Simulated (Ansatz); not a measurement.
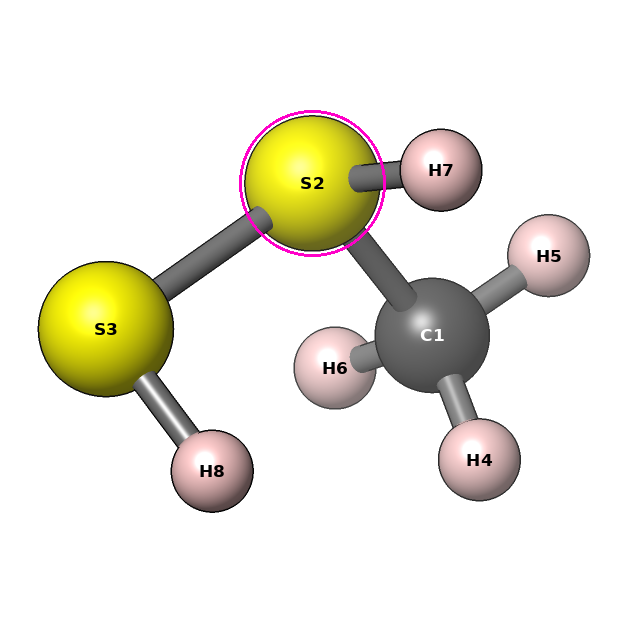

Distant atoms are faded towards the background colour. Circles mark the stereogenic atoms. Charge +1, singlet. Computed geometry: PBE0-D4/def2-TZVP optimisation. No frequency run is at hand to confirm it as a minimum.

### Give the R/S and E/Z labels.

S2: S.

### Give a SMILES with the stereochemistry.

C[SH+]S
